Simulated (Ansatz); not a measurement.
Take GaAs in the zinc blende structure (space group F-43m, No. 216; a = 5.7456 Å) as the base.

Perturbation: P takes the place of As on all its sites, then cell and atoms are relaxed.

Level of theory: PBE in Ansatz (plane waves to 420 eV, PAW, no SOC).

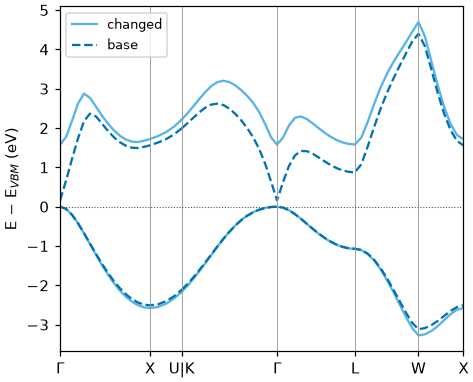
Highest valence and lowest conduction band along the path, each from its own valence-band maximum

The gap is 1.58 eV, direct at Γ; the base has 0.16 eV.

Stability against distortions was not tested. The real GaP has an indirect gap at ambient pressure; PBE orders its close-lying valleys differently. A zero or small gap of GaAs can be the functional's error rather than a property of the material.

Ansatz is an electronic-structure program.
